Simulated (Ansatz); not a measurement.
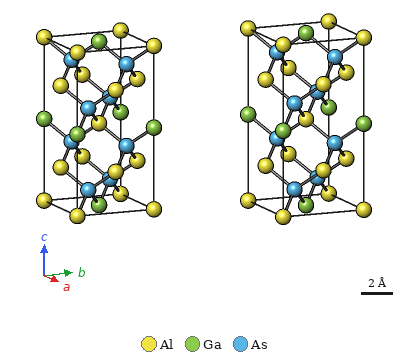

Two geometries of crystalline Al3GaAs4 (a generated structure, set up in I-42m) (coarse preliminary run), drawn at one scale. One is the start of a relaxation, the other its converged end. A ball-and-stick model of the conventional cell (2 times the calculation's cell), seen slightly off an axis. Lengths and directions refer to the drawn axes.

Level of theory: DFT PBE, scalar-relativistic, plane waves, PAW (Ansatz). (plane-wave cutoff 420 eV; k-point mesh 4 × 4 × 4; occupations gaussian; smearing width 0.1 eV; no spin polarisation; cell and atoms relaxed; force threshold 0.04 eV/Å; at most 70 steps)

> Which one is relaxed?

The right one is the relaxed one. The largest moves relative to the cell, 0.008 Å, are those of As atoms. Ga and Al stay in place. The volume changes by +16.9 %, with a = b 5.439 → 5.730 Å (+5.4 %), c 10.878 → 11.457 Å (+5.3 %). Among the contacts that change: As–Ga 2.355 → 2.489 Å, Al–As 2.355 → 2.479 Å. The space group stays I-42m (No. 121). Over 3 accepted moves (4 points after the start) the energy falls by 137 meV per atom. Largest force component: 0.061 eV/Å at the start, 0.001 eV/Å at the end. The pressure goes from 14.62 to 0.10 GPa. The SCF was repeated once at an unchanged geometry on a basis and grid sized afresh for the cell, which shifted the energy by 1.4 meV per atom at most. Cost: 59 s on 1 thread of Arm Neoverse V1 (shared host), peak memory 0.46 GiB.
